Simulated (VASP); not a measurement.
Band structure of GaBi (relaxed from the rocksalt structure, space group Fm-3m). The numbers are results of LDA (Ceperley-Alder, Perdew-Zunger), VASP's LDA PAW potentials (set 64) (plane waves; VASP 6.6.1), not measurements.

Unless said otherwise, spin-orbit coupling is left out, though it shifts the bands of the heavy elements here.

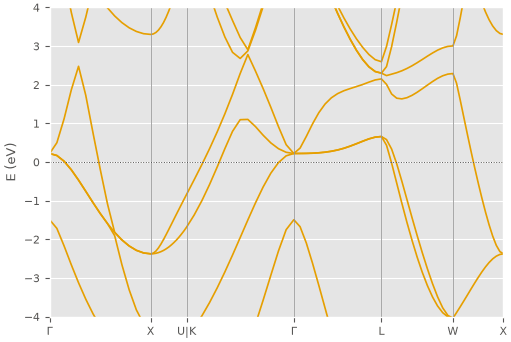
Fig. 1. Bands along high-symmetry lines, zero at the valence-band maximum or, without a gap, the Fermi level

### Question
Read the plot: is there a gap, and where are the band edges?

### Answer
It has no gap at this level: it comes out as a metal or semimetal. (Edges off the drawn lines would not show.)

The structure was generated: GaBi was put into the rocksalt type (Fm-3m), which need not be its known phase. It was relaxed first.
